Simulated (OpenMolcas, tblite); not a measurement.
**CH6B2O (SMILES BB(C)O): methods side by side**

CH6B2O has 10 atoms, charge 0, and is taken as a singlet. SMILES: `BB(C)O`. The coordinates come from a PBE0-D4/def2-TZVP relaxation. This is one conformer, not always the lowest.

```jsonl
{"atom": "B", "x (Å)": "-1.1574", "y (Å)": "0.8268", "z (Å)": "-0.6221"}
{"atom": "B", "x (Å)": "0.2894", "y (Å)": "0.0459", "z (Å)": "-0.2710"}
{"atom": "C", "x (Å)": "0.3773", "y (Å)": "-0.8347", "z (Å)": "1.0322"}
{"atom": "O", "x (Å)": "1.4326", "y (Å)": "0.1178", "z (Å)": "-1.0179"}
{"atom": "H", "x (Å)": "-2.0104", "y (Å)": "0.3121", "z (Å)": "-1.2922"}
{"atom": "H", "x (Å)": "-1.4404", "y (Å)": "1.8989", "z (Å)": "-0.1622"}
{"atom": "H", "x (Å)": "-0.5465", "y (Å)": "-1.3710", "z (Å)": "1.2659"}
{"atom": "H", "x (Å)": "1.2004", "y (Å)": "-1.5525", "z (Å)": "0.9757"}
{"atom": "H", "x (Å)": "0.5727", "y (Å)": "-0.1745", "z (Å)": "1.8867"}
{"atom": "H", "x (Å)": "1.3653", "y (Å)": "0.6798", "z (Å)": "-1.7923"}
```

Each level gives the dipole moment (D). The values are calculated.

```json
{"level": "IPEA1-xTB", "kind": "semi-empirical", "program": "tblite", "value (D)": "0.78", "CPU time": "under 2 s"}
{"level": "HF/def2-SVP", "kind": "Hartree–Fock", "program": "OpenMolcas", "value (D)": "1.26", "CPU time": "5.2 s"}
{"level": "SVWN5/def2-SVP", "kind": "LDA", "program": "OpenMolcas", "value (D)": "0.95", "CPU time": "18 s"}
{"level": "BLYP/def2-SVP", "kind": "GGA", "program": "OpenMolcas", "value (D)": "1.00", "CPU time": "27 s"}
{"level": "r2SCAN/def2-SVP", "kind": "meta-GGA", "program": "OpenMolcas", "value (D)": "1.00", "CPU time": "35 s"}
{"level": "M06-2X/def2-SVP", "kind": "hybrid meta-GGA", "program": "OpenMolcas", "value (D)": "1.11", "CPU time": "34 s"}
```

The values span 0.78 to 1.26 D. Magnitudes only. Times are those of the runs behind each value, whatever else they computed, on shared processors of several kinds: orders of magnitude only.

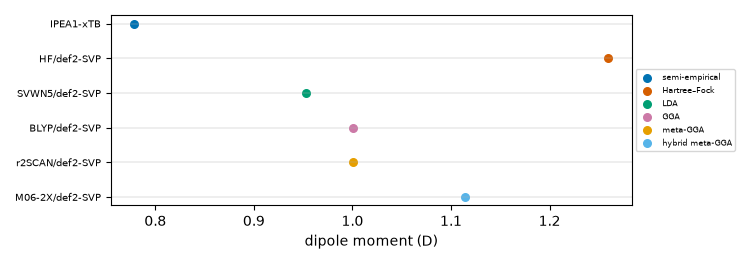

The values of the table, level by level.
